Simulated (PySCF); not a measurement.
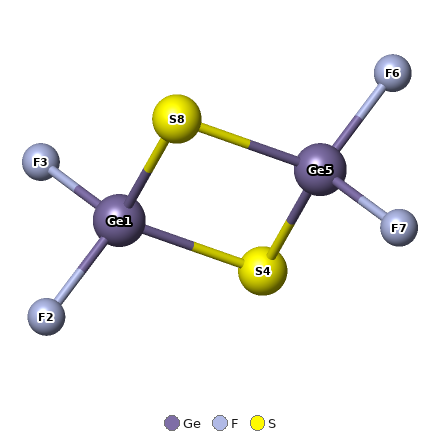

Ge₂S₂F₄, singlet. Vertical core-electron binding energies by ΔSCF (SCAN, pcX-2 on the ionised atom (unc-x2c-TZVPall on a metal), pcseg-1 elsewhere, spin-free X2C; PySCF, at a PBE0-D3(BJ)/def2-SVP geometry (no frequency check)), gas phase, against the vacuum level. One atom of each kind was ionised; within a panel, areas follow the number of like atoms and 2j + 1 (2p levels are split by first-order spin-orbit coupling, an approximation), each panel is scaled alone, Gaussians of 0.8 eV full width. Only the regions named are shown.

Q: Predict the S 2p and F 1s photoelectron lines.

A:
| level | atoms | binding energy (eV) |
| --- | --- | --- |
| S 2p1/2 | S4, S8 | 171.7 |
| S 2p3/2 | S4, S8 | 170.5 |
| F 1s | F2, F3, F6, F7 | 692.5 |

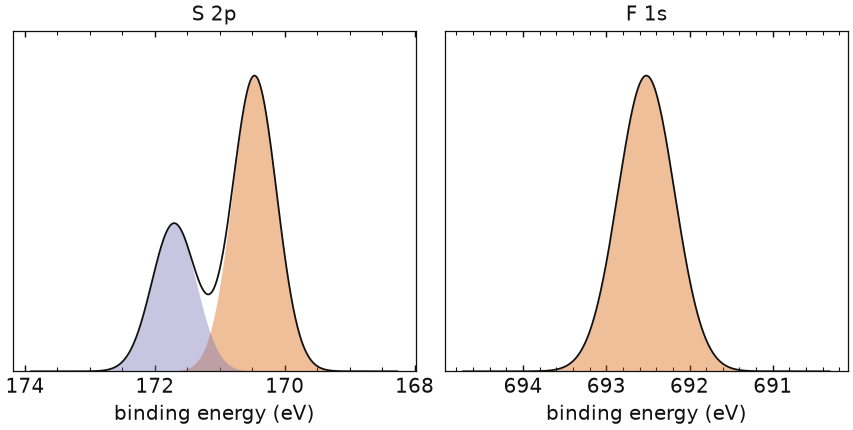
